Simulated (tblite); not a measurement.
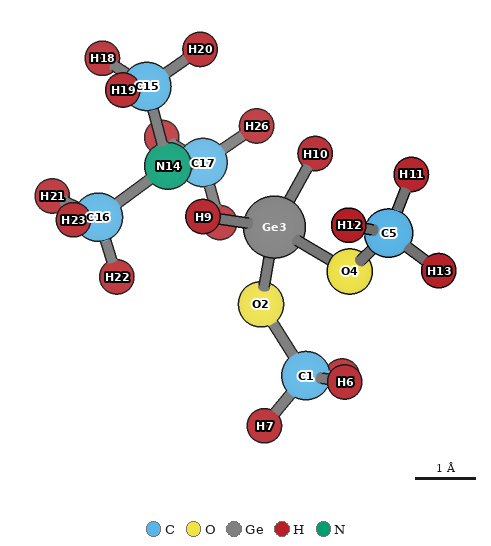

**Figure 1.** The structure (ball-and-stick view, seen at an oblique angle; atoms are numbered from 1 in the order of the input). Sticks mark near contacts. Bond lengths as drawn: C–H 1.09 to 1.10 Å, C–N 1.45 Å, C–O 1.40 to 1.41 Å, Ge–H 1.51 Å and Ge–O 1.75 to 1.80 Å.

## Frequency calculation of C₅H₁₇GeNO₂

- system: C₅H₁₇GeNO₂, SMILES CN(C)C.C[O][GeH2][O]C
- method: GFN2-xTB harmonic vibrations, gas phase (tblite 0.8.0)

## The input
```
{"job": {"kind": "ir", "xc": "GFN2-xTB", "basis": "xTB"}, "charge": 0, "multiplicity": 1}
C     -1.638830    -0.799576    -1.416322
O     -1.477680     0.376583    -0.648783
Ge    -0.099279     0.745348     0.369022
O      0.819141    -0.798452     0.211094
C      2.092715    -1.040072     0.747372
H     -0.872315    -1.539394    -1.191960
H     -2.621851    -1.221412    -1.194317
H     -1.593006    -0.547432    -2.478650
H     -0.473758     0.830900     1.825130
H      0.854243     1.774221    -0.190823
H      2.794778    -0.236095     0.506065
H      2.052227    -1.146463     1.835184
H      2.461338    -1.972850     0.314082
N     -1.462754     2.967642     0.494887
C     -0.772772     3.916016     1.349175
C     -2.779261     2.672208     1.027204
C     -1.571201     3.488860    -0.853952
H     -1.310424     4.870789     1.425013
H     -0.667539     3.491505     2.346097
H      0.221994     4.103479     0.948569
H     -3.419416     3.564274     1.064135
H     -3.246131     1.918721     0.398957
H     -2.678413     2.268650     2.032942
H     -2.137624     4.429215    -0.890178
H     -2.065784     2.746471    -1.474061
H     -0.573338     3.662133    -1.252806
```

The first line tells a small driver script what to run in tblite; the rest is the geometry in Å.

Run as:
```bash
OMP_NUM_THREADS=1 python <driver script> task.json out
```

## Output
```
mode    cm-1     km/mol
  1      30.9      6.67
  2      37.3      1.25
  3      71.2      6.09
  4      75.9      2.87
  5      89.9      7.98
  6      94.5      3.74
  7      97.9      1.57
  8     122.3      4.35
  9     128.0      0.59
 10     132.6      2.40
 11     172.0     11.98
 12     211.0      0.39
 13     234.4      4.60
 14     249.3      0.26
 15     253.6      0.87
 16     324.6      9.29
 17     425.2      1.80
 18     426.3     46.39
 19     427.2    142.16
 20     444.5     53.32
 21     489.3    104.51
 22     495.0     59.90
 23     695.4    205.85
 24     719.9     31.60
 25     791.5    238.62
 26     883.2     27.73
 27    1022.6      0.00
 28    1049.7     16.21
 29    1052.2    155.99
 30    1053.0      8.86
 31    1073.8    151.44
 32    1081.6      7.05
 33    1084.0      9.35
 34    1137.7      0.35
 35    1140.2      1.99
 36    1142.6      2.42
 37    1149.1      6.80
 38    1207.8     12.13
 39    1271.0      4.42
 40    1272.5      2.44
 41    1404.6      0.26
 42    1407.7      1.14
 43    1410.3      1.09
 44    1419.6      2.05
 45    1424.3      0.69
 46    1472.6      0.16
 47    1480.8      4.05
 48    1481.5      0.78
 49    1482.5      0.32
 50    1485.0      5.71
 51    1487.4      0.82
 52    1487.8      6.60
 53    1488.0      5.11
 54    1494.5      1.19
 55    1501.5     19.20
 56    1849.4    153.96
 57    1902.5    552.40
 58    2885.2     18.00
 59    2887.2     17.50
 60    2895.5    230.65
 61    2911.0     58.82
 62    2928.6     52.02
 63    2941.6     56.83
 64    2954.5     58.97
 65    2957.3     51.53
 66    2994.1     15.82
 67    3013.7      0.20
 68    3018.2      5.95
 69    3019.6     39.25
 70    3022.0     71.37
 71    3046.7      2.19
 72    3050.4     30.67
ZPE 562.639  H(298)-E 606.624  G(298)-E 453.296 kJ/mol  S 514.27 J/(mol K)
```

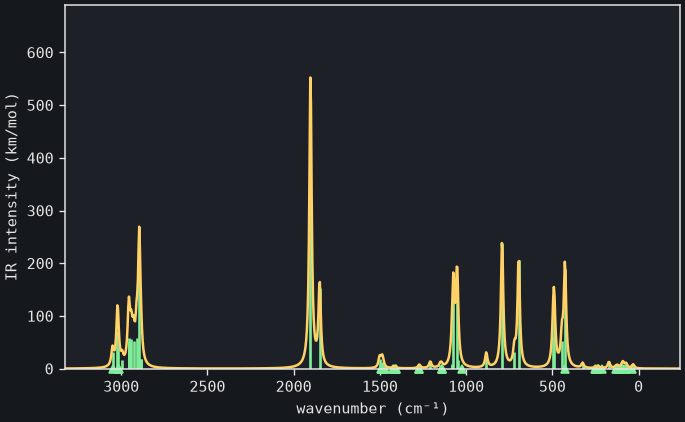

**Figure 2.** Harmonic infrared spectrum, unscaled: sticks (degenerate modes added up, dark ones marked on the axis) with a Lorentzian envelope of 16 cm⁻¹ full width, scaled to the tallest stick. 72 modes from 31 to 3050 cm⁻¹, none imaginary. The strongest line is at 1902 cm⁻¹ (552 km/mol).

## Key numbers

- outcome: converged
- total energy: −880.9223 eV
- zero-point energy: 134.4740 kcal/mol
- hardware: 1 CPU thread, shared host
- wall time: 1.5 s
- peak memory: 0.53 GiB
